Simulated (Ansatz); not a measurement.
# C3H4F2: a few dozen steps of dynamics

Aim: follow C3H4F2 for 50 steps with a Nosé-Hoover thermostat (1500 K) and see how far bonds stretch and how energy moves between motion and potential.

Method: r2SCAN/6-31G*; program: Ansatz 0.2.0, Gaussian basis.

## 1. The geometry

The structure was relaxed beforehand with PBE0-D4 in a triple-zeta def2 set.

SMILES `FC1(F)CC1`, 9 atoms, charge 0, spin multiplicity 1.

Atoms are counted from 1 here; the program's logs count them from 0.

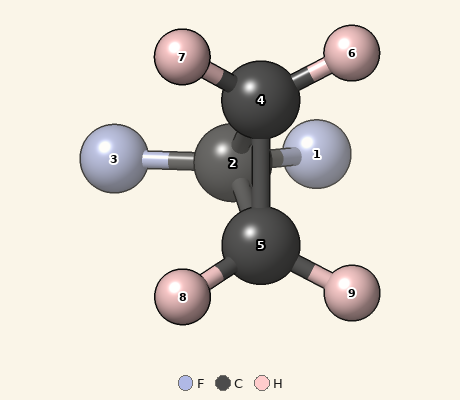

The structure; fluorine light blue, carbon dark grey, hydrogen pink; atoms are numbered from 1 in the order of the file.

Coordinates:

| atom | x (Å) | y (Å) | z (Å) |
| --- | --- | --- | --- |
| F1 | 1.6535 | -0.8264 | 0.5169 |
| C2 | 0.5715 | -0.5136 | -0.2146 |
| F3 | 0.5982 | -1.2044 | -1.3660 |
| C4 | 0.0686 | 0.8663 | -0.2098 |
| C5 | -0.7126 | -0.2758 | 0.4574 |
| H6 | 0.5640 | 1.5779 | 0.4377 |
| H7 | -0.3200 | 1.2610 | -1.1395 |
| H8 | -1.6095 | -0.6241 | -0.0381 |
| H9 | -0.7253 | -0.3073 | 1.5391 |

## 2. Dynamics

Input file in.yaml:

```yaml
crystal:
  periodic: [false, false, false]
  atoms:
    - {symbol: F, position_ang: [1.653535, -0.826380, 0.516872]}
    - {symbol: C, position_ang: [0.571544, -0.513615, -0.214633]}
    - {symbol: F, position_ang: [0.598197, -1.204413, -1.366034]}
    - {symbol: C, position_ang: [0.068590, 0.866251, -0.209831]}
    - {symbol: C, position_ang: [-0.712554, -0.275846, 0.457359]}
    - {symbol: H, position_ang: [0.563967, 1.577909, 0.437750]}
    - {symbol: H, position_ang: [-0.320039, 1.261049, -1.139521]}
    - {symbol: H, position_ang: [-1.609471, -0.624065, -0.038120]}
    - {symbol: H, position_ang: [-0.725270, -0.307292, 1.539057]}
basis:
  gaussian: {orbitals: "6-31G*"}
hamiltonian: {xc: {name: r2SCAN}}
md: {timestep: 1 fs, n_steps: 50, ensemble: nvt_nose_hoover, temperature: 1500, initial_velocities: maxwell_boltzmann, seed: 169}
```

On the command line:

```sh
ansatz run in.yaml --threads 2 --pin off --events-out ev --progress --plain --max-ram 32768MiB --backend cpu
```

What it wrote (excerpt; [...] marks lines left out):

```text
Functional definition: r2SCAN
  name "r2SCAN"
  cite "Furness, Kaplan, Ning, Perdew & Sun, J. Phys. Chem. Lett. 11, 8208 (2020) doi:10.1021/acs.jpclett.0c02405"
  cite "Furness, Kaplan, Ning, Perdew & Sun, J. Phys. Chem. Lett. 11, 9248 (2020) doi:10.1021/acs.jpclett.0c03077"
  parent r2scan
[...]
925 factors; their error is unknown
[...]
mean field -8604.40649824 eV, -316.2061065340 hartree, gradient 4.2e-5 eV, S^2 0.000000; 0 other end points of the search recorded, 0 dependent functions left out
[...]
reference -8604.40650296 eV, -316.2061067075 hartree; 20, 20 occupied and 63, 63 virtual orbitals, 925 factors
md step     0: t =     0.00 fs  T =  1500.0 K  F+E_penalty+E_count = -8604.40649824 eV  E_kin = 1.357230 eV  conserved = -8603.04926825 eV  (26 SCF iters)
[...]
md step    12: t =    12.00 fs  T =   835.6 K  F+E_penalty+E_count = -8603.78819397 eV  E_kin = 0.756062 eV  conserved = -8603.03553113 eV  (30 SCF iters)
[...]
md step    24: t =    24.00 fs  T =   575.6 K  F+E_penalty+E_count = -8603.52998034 eV  E_kin = 0.520843 eV  conserved = -8603.02494284 eV  (30 SCF iters)
[...]
md step    36: t =    36.00 fs  T =   651.2 K  F+E_penalty+E_count = -8603.57713412 eV  E_kin = 0.589178 eV  conserved = -8603.02778282 eV  (30 SCF iters)
[...]
md step    48: t =    48.00 fs  T =   923.2 K  F+E_penalty+E_count = -8603.79572045 eV  E_kin = 0.835370 eV  conserved = -8603.03951160 eV  (32 SCF iters)
[...]
md step    49: t =    49.00 fs  T =  1020.6 K  F+E_penalty+E_count = -8603.87920054 eV  E_kin = 0.923422 eV  conserved = -8603.03947182 eV  (48 SCF iters)
[...]
md step    50: t =    50.00 fs  T =  1021.5 K  F+E_penalty+E_count = -8603.86427202 eV  E_kin = 0.924280 eV  conserved = -8603.02852046 eV  (46 SCF iters)
Total energy: -8603.86427672 eV, -316.1861802607 hartree
Atom 0 at     1.662138    -0.817627     0.550185 Å, force    -0.657715    -0.286264    -0.888879 eV/Å
Atom 1 at     0.550213    -0.532794    -0.244690 Å, force     1.323306     1.686013     2.553436 eV/Å
Atom 2 at     0.587138    -1.218732    -1.409176 Å, force    -0.122059     0.379409     0.513520 eV/Å
Atom 3 at     0.112031     0.920647    -0.185079 Å, force    -1.757447    -3.824442    -1.731040 eV/Å
Atom 4 at    -0.734962    -0.310929     0.488644 Å, force     2.018456     1.196956    -3.534505 eV/Å
Atom 5 at     0.454355     1.698101     0.396119 Å, force     1.370089     1.097221     1.905989 eV/Å
Atom 6 at    -0.211263     1.302588    -1.129113 Å, force    -0.738645     0.063087    -0.696991 eV/Å
Atom 7 at    -1.509401    -0.711060    -0.115190 Å, force    -1.382794    -0.006844    -0.084478 eV/Å
Atom 8 at    -0.774669    -0.278692     1.523050 Å, force    -0.053190    -0.305137     1.962948 eV/Å
Dipole moment:    -0.315382     0.245499     0.079062 e Å
```

Wall time 3.3 min (2 threads, shared host).

## 3. Frames and traces

One row in 4; energies are counted from the first frame:

| time (fs) | T (K) | potential (meV) | conserved (meV) | C2–F3 (Å) |
| --- | --- | --- | --- | --- |
| 0.0 | 1500 | 0.0 | 0.00 | 1.343 |
| 4.0 | 720 | 728.4 | 22.67 | 1.475 |
| 8.0 | 386 | 1038.8 | 29.36 | 1.530 |
| 12.0 | 836 | 618.3 | 13.74 | 1.494 |
| 16.0 | 846 | 607.5 | 8.48 | 1.397 |
| 20.0 | 485 | 948.6 | 19.16 | 1.301 |
| 24.0 | 576 | 876.5 | 24.33 | 1.280 |
| 28.0 | 988 | 493.8 | 6.16 | 1.340 |
| 32.0 | 684 | 781.1 | 9.76 | 1.404 |
| 36.0 | 651 | 829.4 | 21.49 | 1.404 |
| 40.0 | 923 | 599.6 | 23.64 | 1.338 |
| 44.0 | 676 | 833.2 | 20.27 | 1.276 |
| 48.0 | 923 | 610.8 | 9.76 | 1.304 |

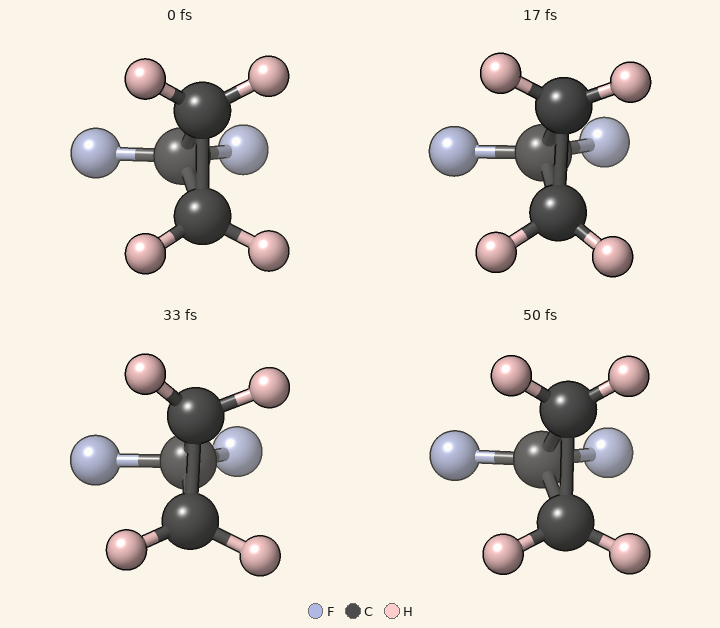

Four frames; sticks are those of the first frame.

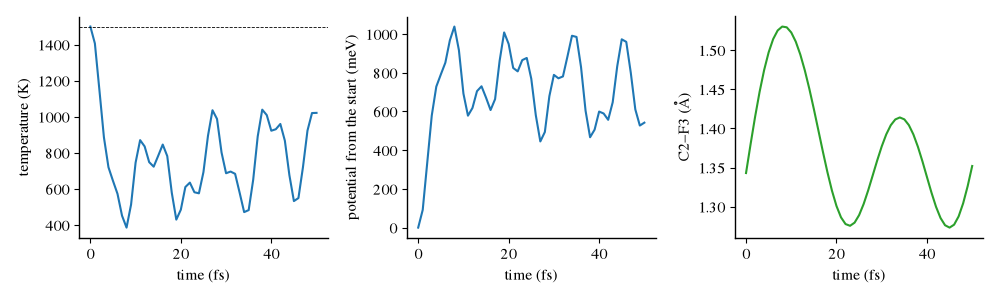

Temperature (the set value dashed), potential energy and the bond that swings most.

Positions (Å) and forces (eV/Å) at 50.0 fs:

```xyz
9

F     1.662   -0.818    0.550   -0.658   -0.286   -0.889
C     0.550   -0.533   -0.245    1.323    1.686    2.553
F     0.587   -1.219   -1.409   -0.122    0.379    0.514
C     0.112    0.921   -0.185   -1.757   -3.824   -1.731
C    -0.735   -0.311    0.489    2.018    1.197   -3.535
H     0.454    1.698    0.396    1.370    1.097    1.906
H    -0.211    1.303   -1.129   -0.739    0.063   -0.697
H    -1.509   -0.711   -0.115   -1.383   -0.007   -0.084
H    -0.775   -0.279    1.523   -0.053   -0.305    1.963
```

## 4. Results

| quantity | value |
| --- | --- |
| length | 50 steps of 1.0 fs |
| temperature, first and last frame | 1500, 1022 K |
| temperature, second half | mean 797 K, from 471 to 1039 K |
| swing of the potential | 1039 meV |
| largest change of the conserved energy | 29.85 meV |
| range of C2–F3 | 1.273 to 1.530 Å |

From 1500 K at the start the temperature swings between 386 and 1500 K: with 9 atoms it has no steady value yet; starting near a minimum, about half of the kinetic energy flows into the potential. The conserved energy moves by 29.85 meV, 2.9 % of the potential's swing, so the step is short enough for this stretch. C2–F3 swings most, by 0.26 Å; no bond breaks. A run of 50 fs gives no averages.
